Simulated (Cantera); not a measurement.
Feed: 1 mol H2S, 0.47 mol H2, 0.45 mol O2, held at 0.110 bar.

These are equilibrium values from Cantera (NASA tables, ideal gas, pure condensed phases), not measurements of a reactor. Candidate condensed phases: H2O, H2SO4, S; 19 gas species. Kinetics and transport are ignored.

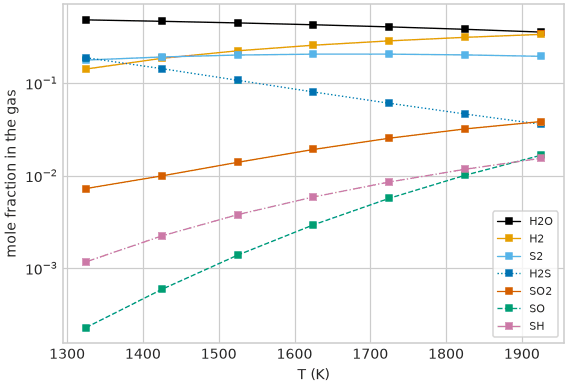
Figure. Equilibrium gas composition (values under 1e-9 drawn at 1e-9)

Question: Read off the mole fractions at 1425 K.

Answer: H2O about 0.47, S2 about 0.19, H2 about 0.19, H2S about 0.14, SO2 about 0.0099, SH about 0.0022, SO about 0.00059.
